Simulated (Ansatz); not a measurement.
# Run report: Ge₂H₄Cl₄, nudged elastic band (part 2 of 2)

Continued. System: Ge₂H₄Cl₄. Method: RKS PBE/def2-SVP (Ansatz 0.2.0). It belongs to a series of runs on one base structure; here: band between the two ends.

Geometry of the input (Å):
```
Ge -0.1592  -0.1997  0.2024
Ge -0.0448  -0.3333  2.6515
H  -0.6819  -1.7053  2.9843
H  1.4345  -0.2709  3.0762
H  -0.8906  0.8273  3.2183
Cl 1.5500  -1.1159  -0.7788
Cl -0.2959  1.8597  -0.5880
Cl -1.9476  -1.1866  -0.5478
Cl 2.0048  2.7258  2.0110
H  1.2043  2.6732  0.9733
```

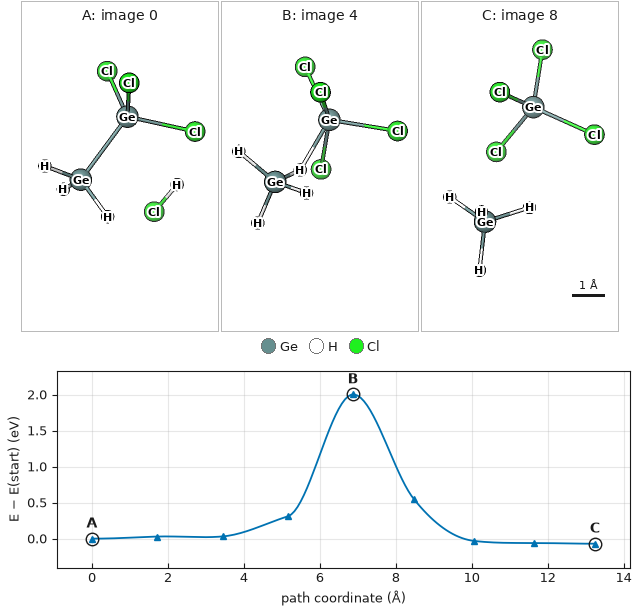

**Figure 1.** Images of the last band (counted from 0; ball-and-stick, seen at a tilt) above the energy along the path; the line is a cubic interpolation that uses the forces. The highest image is number 4, 2.003 eV above the start and 2.073 eV above the end (the climbing image); the end lies 0.070 eV below the start. The path is 13.24 Å long. The band converged in 34 iterations.

```
Total energy: -163126.46589417 eV, -5994.7870505208 hartree
Atom 0 at     0.247390     0.441191     0.045917 Å, force    -0.000150     0.000442    -0.000848 eV/Å
Atom 1 at     0.036033    -0.075051     2.841779 Å, force    -0.000061     0.001301     0.001176 eV/Å
Atom 2 at    -1.503701    -0.129549     2.857155 Å, force     0.000378    -0.001231     0.000412 eV/Å
Atom 3 at     0.729409    -1.450526     2.841897 Å, force     0.001550    -0.000452    -0.000574 eV/Å
Atom 4 at     0.581480     0.841028     3.974781 Å, force    -0.000083    -0.000941    -0.000674 eV/Å
Atom 5 at     1.973149    -0.127460    -1.128553 Å, force    -0.000385    -0.000182     0.001140 eV/Å
Atom 6 at    -1.277187     1.670232    -0.870319 Å, force     0.000603     0.000148    -0.001168 eV/Å
Atom 7 at    -0.818917    -1.517952     0.061040 Å, force    -0.000973    -0.000191     0.000167 eV/Å
Atom 8 at     1.465491     2.492148     0.889015 Å, force     0.001295    -0.000945     0.000038 eV/Å
Atom 9 at     0.740552     1.130336     1.689691 Å, force    -0.002173     0.002051     0.000330 eV/Å
Dipole moment:    -0.104799    -0.219385     0.557281 e Å
this run last wrote the band of iteration 34 to [file]; this run last wrote the band within `neb.f_tol` of iteration 20 to [file]
```

**The last band as extended XYZ (Å, eV, eV/Å)**
```
10
Properties=species:S:1:pos:R:3:forces:R:3 image=0 energy=-163128.46856
Ge   -0.1592   -0.1997    0.2024    0.0002  -0.0138  -0.0228
Ge   -0.0448   -0.3333    2.6515    0.0033   0.0013   0.0138
H    -0.6819   -1.7053    2.9843    0.0033   0.0089  -0.0040
H     1.4345   -0.2709    3.0762   -0.0101  -0.0003  -0.0034
H    -0.8906    0.8273    3.2183    0.0065  -0.0061  -0.0036
Cl    1.5500   -1.1159   -0.7788   -0.0125   0.0112   0.0094
Cl   -0.2959    1.8597   -0.5880    0.0081  -0.0041   0.0078
Cl   -1.9476   -1.1866   -0.5478    0.0055   0.0026   0.0054
Cl    2.0048    2.7258    2.0110   -0.0142  -0.0042  -0.0141
H     1.2043    2.6732    0.9733    0.0099   0.0045   0.0115
10
Properties=species:S:1:pos:R:3:forces:R:3 image=1 energy=-163128.44022
Ge   -0.1041   -0.1911    0.2411   -0.0008   0.0006   0.0001
Ge   -0.0701   -0.3721    2.6929    0.0004   0.0000  -0.0002
H    -1.3107   -1.2214    3.0591    0.0020  -0.0084  -0.0004
H     1.2394   -1.0969    3.0729    0.0056   0.0074   0.0003
H    -0.1525    1.0461    3.2897   -0.0094   0.0033   0.0005
Cl    1.7993   -0.5782   -0.7263   -0.0013  -0.0023  -0.0004
Cl   -0.7336    1.8250   -0.4091    0.0019   0.0012  -0.0003
Cl   -1.5511   -1.5534   -0.6438   -0.0029   0.0024   0.0001
Cl    2.0273    2.6970    1.7374    0.0002  -0.0036  -0.0009
H     1.0298    2.7195    0.8885    0.0044  -0.0006   0.0011
10
Properties=species:S:1:pos:R:3:forces:R:3 image=2 energy=-163128.43884
Ge   -0.0339   -0.2433    0.2460    0.0005  -0.0087   0.0063
Ge   -0.0123   -0.4348    2.6862    0.0025  -0.0098   0.0050
H    -1.5005   -0.4171    3.1051    0.0010  -0.0076   0.0063
H     0.6512   -1.7887    3.0232   -0.0016  -0.0118   0.0077
H     0.7689    0.7680    3.2507    0.0056  -0.0072  -0.0059
Cl    1.9048   -0.3351   -0.7223    0.0035  -0.0136   0.0087
Cl   -0.9347    1.6823   -0.3487    0.0189   0.0053   0.0178
Cl   -1.2773   -1.7905   -0.6430   -0.0113   0.0054  -0.0136
Cl    1.8318    3.0506    1.6635    0.0083   0.0068   0.0252
H     0.7758    2.7830    0.9418   -0.0274   0.0413  -0.0576
10
Properties=species:S:1:pos:R:3:forces:R:3 image=3 energy=-163128.15945
Ge   -0.0492   -0.0518    0.1312   -0.0466  -0.0797   0.0128
Ge   -0.0636   -0.2379    2.5854   -0.0161  -0.0262  -0.0393
H    -1.5586   -0.2570    2.9723   -0.0088  -0.0182   0.0190
H     0.6449   -1.5725    2.9048   -0.0109  -0.0167   0.0123
H     0.6448    0.9100    3.3629    0.0107   0.0164  -0.0963
Cl    1.8749   -0.1294   -0.8671   -0.0172  -0.0069   0.0401
Cl   -1.2238    1.5694   -0.7033    0.0087  -0.0183   0.0246
Cl   -1.0855   -1.9027   -0.3885   -0.0410  -0.0588  -0.0658
Cl    1.6863    2.9308    1.1801    0.0350   0.0702   0.0404
H     1.3038    2.0156    2.0247    0.0863   0.1383   0.0521
10
Properties=species:S:1:pos:R:3:forces:R:3 image=4 energy=-163126.46586
Ge    0.2474    0.4412    0.0459   -0.0001   0.0004  -0.0008
Ge    0.0360   -0.0751    2.8418   -0.0001   0.0013   0.0012
H    -1.5037   -0.1295    2.8572    0.0004  -0.0012   0.0004
H     0.7294   -1.4505    2.8419    0.0015  -0.0005  -0.0006
H     0.5815    0.8410    3.9748   -0.0001  -0.0009  -0.0007
Cl    1.9731   -0.1275   -1.1286   -0.0004  -0.0002   0.0011
Cl   -1.2772    1.6702   -0.8703    0.0006   0.0001  -0.0012
Cl   -0.8189   -1.5180    0.0610   -0.0010  -0.0002   0.0002
Cl    1.4655    2.4921    0.8890    0.0013  -0.0009   0.0000
H     0.7406    1.1303    1.6897   -0.0022   0.0021   0.0003
10
Properties=species:S:1:pos:R:3:forces:R:3 image=5 energy=-163127.91390
Ge    0.4328    0.6420   -0.5254    0.0754   0.1029  -0.2647
Ge   -0.0166   -0.0164    3.2581   -0.0033   0.0013   0.1643
H    -1.5526   -0.0912    3.0888    0.0104  -0.0144   0.1195
H     0.6124   -1.4272    3.1810   -0.0241   0.0008   0.1249
H     0.3827    0.7244    4.5506   -0.0613  -0.0838   0.2646
Cl    2.0500   -0.2067   -1.6585   -0.0097   0.0193  -0.2729
Cl   -1.1680    1.6597   -1.5354    0.0099   0.0101  -0.2574
Cl   -0.5683   -1.1444    0.2133    0.1223   0.1855   0.0730
Cl    1.4345    2.2863    0.4999   -0.0488  -0.1006  -0.1433
H     0.5667    0.8479    2.1300   -0.0707  -0.1212   0.1921
10
Properties=species:S:1:pos:R:3:forces:R:3 image=6 energy=-163128.50074
Ge    0.5996    0.5819   -0.9985    0.0067  -0.0140  -0.0310
Ge   -0.1651    0.0779    3.6432   -0.0243  -0.0184   0.0295
H    -1.6595    0.0171    3.2398    0.0066   0.0011   0.0233
H     0.4509   -1.3393    3.5438   -0.0015   0.0056   0.0223
H    -0.0407    0.5968    5.0965   -0.0139  -0.0087   0.0360
Cl    1.9744   -0.2307   -2.4334   -0.0043   0.0090  -0.0520
Cl   -1.0274    1.5847   -1.9757   -0.0002   0.0044  -0.0403
Cl   -0.1951   -1.0455    0.1656    0.0134   0.0073  -0.0112
Cl    1.6517    1.9973    0.2303    0.0105  -0.0046  -0.0161
H     0.5849    1.0343    2.6909    0.0069   0.0184   0.0395
10
Properties=species:S:1:pos:R:3:forces:R:3 image=7 energy=-163128.52953
Ge    0.8321    0.4221   -1.0217   -0.0017   0.0000   0.0013
Ge   -0.3974    0.2348    3.6598    0.0019  -0.0001  -0.0007
H    -1.7870   -0.3315    3.2797    0.0010  -0.0010  -0.0004
H     0.6520   -0.9023    3.6344   -0.0008   0.0011   0.0018
H    -0.4634    0.8421    5.0833   -0.0027   0.0003   0.0016
Cl    1.7607   -0.1913   -2.8593   -0.0002  -0.0011  -0.0043
Cl   -0.8040    1.7473   -1.4454    0.0003   0.0005  -0.0013
Cl    0.0961   -1.3153    0.0140    0.0014   0.0012  -0.0014
Cl    2.2772    1.4323    0.2067    0.0022  -0.0010  -0.0016
H     0.0075    1.3363    2.6509   -0.0015   0.0001   0.0049
10
Properties=species:S:1:pos:R:3:forces:R:3 image=8 energy=-163128.53901
Ge    0.9673    0.3186   -0.8778   -0.0007   0.0000   0.0023
Ge   -0.5313    0.3377    3.5195   -0.0059  -0.0228  -0.0104
H    -1.7347   -0.6035    3.7792    0.0175   0.0155   0.0011
H     0.7402   -0.5075    3.2662   -0.0095   0.0103   0.0080
H    -0.3113    1.2484    4.7532   -0.0032  -0.0042  -0.0077
Cl    1.8586   -0.0647   -2.7949    0.0002  -0.0014  -0.0026
Cl   -0.4976    1.8795   -1.0678    0.0027  -0.0029   0.0021
Cl    0.0183   -1.4754   -0.1637    0.0006   0.0069   0.0000
Cl    2.4924    0.9260    0.5100   -0.0041  -0.0009  -0.0010
H    -0.8282    1.2153    2.2785    0.0024  -0.0005   0.0081
```

**Key numbers**

- outcome: converged
- barrier, forward: 2.003 eV
- barrier, backward: 2.073 eV
- hardware: 4 threads of Arm Neoverse V1, 24 GiB of memory available, shared host
- wall time: 10 min (CPU time 38 min)
- peak memory: 0.29 GiB

**Remarks**

The order of the saddle point was not checked.
